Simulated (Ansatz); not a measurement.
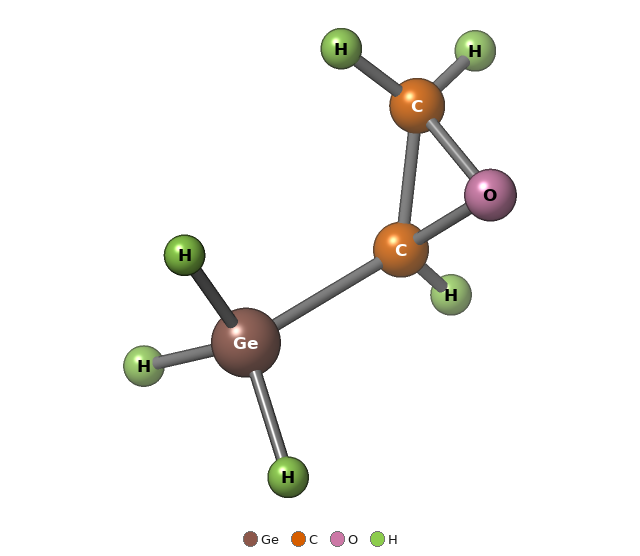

Distant atoms are faded towards the background colour. The geometry was computed by an optimisation with PBE0-D4/def2-TZVP. No frequency run is at hand to confirm it as a minimum.

Q: Which symmetry elements does this geometry have?

A: It has no symmetry element but the identity, so the point group is C1. The group has 1 operation. The geometry is chiral, and symmetry allows a dipole moment.
